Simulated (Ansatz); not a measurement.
CH5NOSi (SMILES C1N[SiH2]O1)

Input

```
crystal:
  periodic: [false, false, false]
  atoms:
    - {symbol: C, position_ang: [-0.800821, 0.729622, 0.121725]}
    - {symbol: N, position_ang: [-0.090764, 0.038960, -0.961183]}
    - {symbol: Si, position_ang: [0.727212, -0.867051, 0.259505]}
    - {symbol: O, position_ang: [-0.320789, -0.023690, 1.246060]}
    - {symbol: H, position_ang: [-1.889661, 0.630652, 0.053917]}
    - {symbol: H, position_ang: [-0.531625, 1.788521, 0.220586]}
    - {symbol: H, position_ang: [0.287348, 0.591764, -1.711296]}
    - {symbol: H, position_ang: [2.176211, -0.596611, 0.480837]}
    - {symbol: H, position_ang: [0.531488, -2.338466, 0.272851]}
basis:
  gaussian: {orbitals: def2-TZVPP}
hamiltonian: {xc: pbe0, dispersion: d4}
output: {orbitals: {seedname: orbitals}}
```

Launched as:

```sh
ansatz run in.yaml --threads 2 --pin off --events-out ev --progress --plain --max-ram 4352MiB
```

Geometry: PBE0-D4/def2-TZVP.

Computed with RKS PBE0-D4/def2-TZVPP in Ansatz.

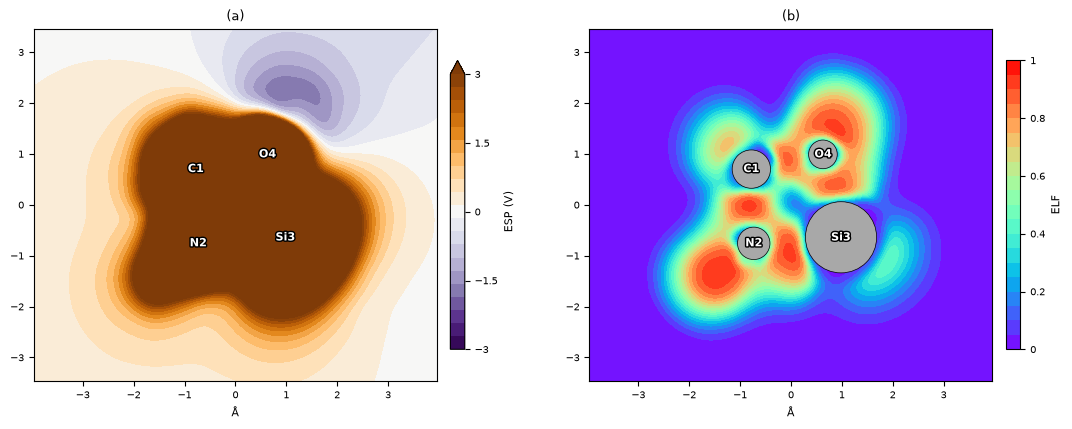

Figure 1. (a) molecular electrostatic potential; (b) electron localisation function on the plane of atoms C1, O4 and Si3. Grey discs cover the atomic cores in the ELF map.

What does the map show?

The section cuts through C, N, Si and O sites.
C–O (1.44 Å): the ELF peaks at about 0.85 between the atoms; a shared but strongly polarised pair.
C–N (1.47 Å): the ELF peaks at about 0.90 between the atoms: a shared electron pair.
Si–O (1.67 Å): the ELF peaks at about 0.85 between the atoms; a shared but strongly polarised pair.
Si–N (1.73 Å): the ELF peaks at about 0.90 between the atoms (a polar covalent bond).
The ELF also peaks beside O4, away from the bonds: lone-pair regions.
Outside the dense part of the molecule the potential is most negative (−1.8 V) near O4.

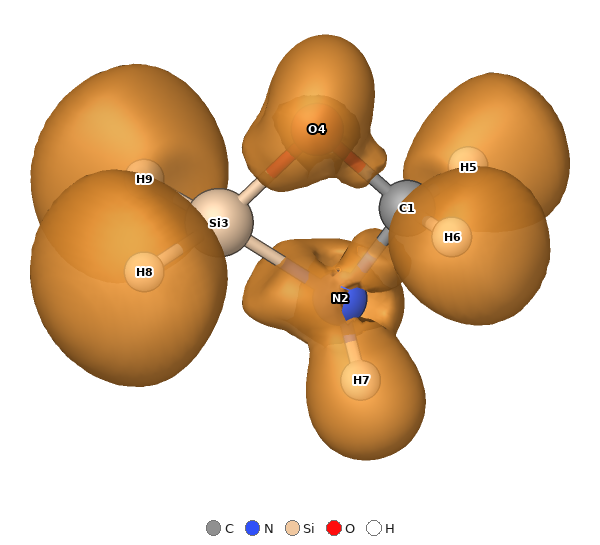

Figure 2. Isosurface of the ELF at 0.75 (orange), seen across its widest extent. Core shells and regions of very low density are left out.

Describe the localisation domains.

The ELF exceeds this value in four regions around hydrogen nuclei, one region on O in which the atom's valence shell and bonds are merged and one joined region spread over several atoms (H, N), in which their bonds and any lone pairs are merged.

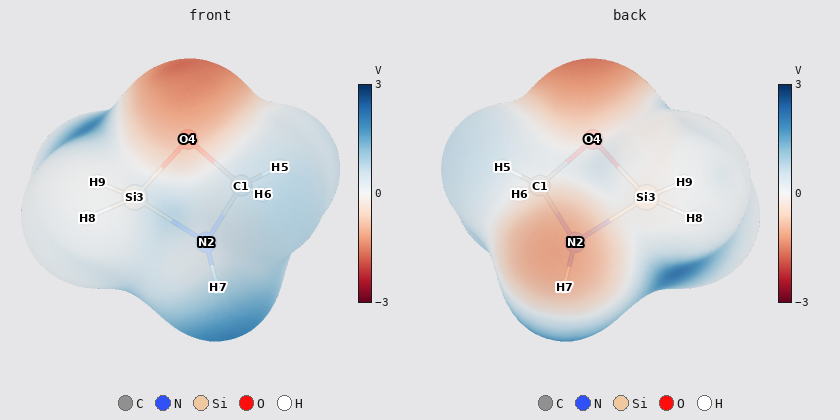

Figure 3. The electrostatic potential painted on the density surface at 0.002 e/bohr³, seen from the front and from behind; the colour scale runs from red (negative) to blue (positive).

Which sites attract a positive test charge, and which a negative one?

A positive charge is drawn to the negative regions and a negative charge to the positive ones. The most negative region (about −1.6 V) lies over O4, the most positive (about +2.0 V) over Si3 and H7. O4 is the likeliest acceptor of a hydrogen bond.
